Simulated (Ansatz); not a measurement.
# FH5NSi2: rigid scan of one bond length, by script

How does the energy of FH5NSi2 change as one bond is stretched? Aim: a rigid scan of one bond length, for FH5NSi2, run from a script. SMILES: F[SiH2]N[SiH2].

Program: Ansatz 0.2.0 through its Python package. Level of theory: Hartree-Fock/def2-SVP. These are calculated values, not measurements.

## (1) The structure

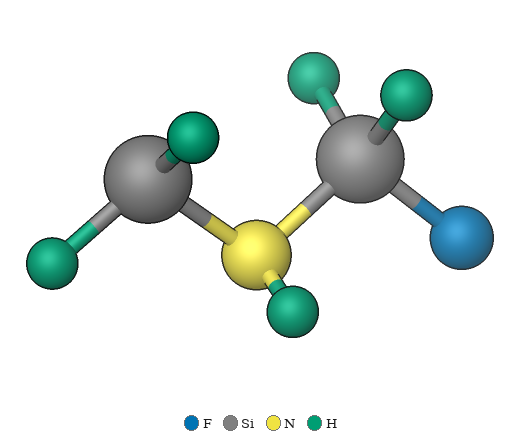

The structure that the script starts from, seen from a chosen angle (fluorine blue, silicon grey, nitrogen yellow, hydrogen teal).

No structure file is read: the coordinates are typed or built in the script.

## (2) The code

fh5nsi2_scan.py reads:

```python
"""Stretching a bond of FH5NSi2, the rest held rigid."""

import ansatz as az
import numpy as np

geometry = (
    az.Crystal.molecule()
    .atom("F", (-0.8547, 1.2134, -2.0598))
    .atom("Si", (-0.5199, 1.0115, -0.5398))
    .atom("N", (-0.3192, -0.6486, -0.3786))
    .atom("Si", (0.2883, -0.9717, 1.2128))
    .atom("H", (0.7504, 1.7211, -0.2674))
    .atom("H", (-1.6176, 1.4847, 0.3406))
    .atom("H", (0.4415, -0.9495, -1.0285))
    .atom("H", (1.6414, -0.4696, 1.334))
    .atom("H", (0.2782, -2.4377, 1.3695))
)

symbols = [site.symbol for site in geometry.cartesian_sites]
start = np.array([site.position_ang for site in geometry.cartesian_sites])
axis = (start[1] - start[2]) / np.linalg.norm(start[1] - start[2])
moving = [0, 1, 4, 5]
lengths, energies = [1.478, 1.546, 1.613, 1.68, 1.747, 1.814, 1.882, 1.982], []
for length in lengths:
    xyz = start.copy()
    xyz[moving] += (length - np.linalg.norm(start[1] - start[2])) * axis
    point = az.Crystal.molecule()
    for symbol, place in zip(symbols, xyz):
        point = point.atom(symbol, place.tolist())
    setup = (
        point.calculation()
        .basis(gaussian="def2-SVP")
        .functional("hf")
        .spin("collinear", total=1)
    )
    report = setup.run().report
    energies.append(report["free_energy_ev"])
    print(f"r = {length:6.3f} A  E = {energies[-1]:.5f} eV  <S^2> = {abs(report['mean_field']['state']['spin_squared']):.3f}")

# quartic fit about the minimum
fit = np.polynomial.Polynomial.fit(lengths, np.array(energies) - min(energies), 4).convert()
roots = [r.real for r in fit.deriv().roots() if abs(r.imag) < 1e-9 and fit.deriv(2)(r.real) > 0]
r_e = min(roots, key=lambda r: abs(r - lengths[int(np.argmin(energies))]))
print(f"minimum of the fit at {r_e:.4f} A, force constant {fit.deriv(2)(r_e):.2f} eV/A^2")
```

## (3) Launch

Launch:

```
$ python fh5nsi2_scan.py
```

Standard output:

```text
r =  1.478 A  E = -19982.51270 eV  <S^2> = 0.753
r =  1.546 A  E = -19983.32558 eV  <S^2> = 0.753
r =  1.613 A  E = -19983.80855 eV  <S^2> = 0.753
r =  1.680 A  E = -19984.05946 eV  <S^2> = 0.753
r =  1.747 A  E = -19984.14021 eV  <S^2> = 0.753
r =  1.814 A  E = -19984.09688 eV  <S^2> = 0.753
r =  1.882 A  E = -19983.96123 eV  <S^2> = 0.753
r =  1.982 A  E = -19983.64809 eV  <S^2> = 0.753
minimum of the fit at 1.7529 A, force constant 26.26 eV/A^2
```

It took 16 s on 1 thread of Intel Xeon Platinum 8259CL at 2.50GHz (Skylake/Cascade Lake), shared host; peak memory 0.27 GiB.

## (4) Run by run

One row for each of the 8 runs:

| run | distance (Å) | energy from run 5 (eV) | <S²> | SCF cycles | CPU time (s) |
| --- | --- | --- | --- | --- | --- |
| 1 | 1.48 | 1.6275 | 0.75 | 11 | 1.8 |
| 2 | 1.55 | 0.8146 | 0.75 | 11 | 1.8 |
| 3 | 1.61 | 0.3317 | 0.75 | 11 | 1.8 |
| 4 | 1.68 | 0.0807 | 0.75 | 11 | 2.2 |
| 5 | 1.75 | 0.0000 | 0.75 | 11 | 2.6 |
| 6 | 1.81 | 0.0433 | 0.75 | 11 | 1.9 |
| 7 | 1.88 | 0.1790 | 0.75 | 12 | 1.9 |
| 8 | 1.98 | 0.4921 | 0.75 | 12 | 1.9 |

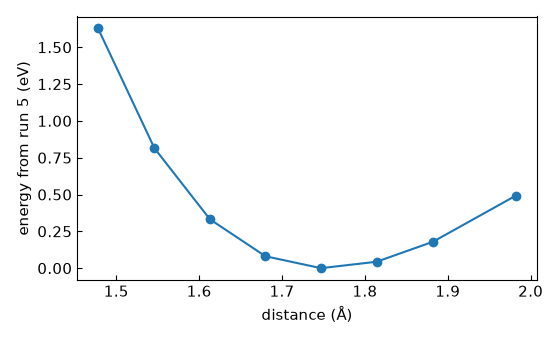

Energy against distance; lines join the points.

## (5) Outcome

| quantity | value |
| --- | --- |
| bond length at the fit's minimum | 1.7529 Å |
| runs compared | 8 |
| range of energy | 1.628 eV |
| lowest point, distance (Å) | 1.75 |

In words: The lowest point, at 1.75, lies inside the range. The ends stand 1.63 and 0.492 eV above it. The distance scanned is the script's pair 2, 1. The rest of the molecule is held rigid at a force-field or estimated start geometry, and the basis set is modest; single-reference methods fail as a bond breaks. The species is open-shell (spin multiplicity 2).
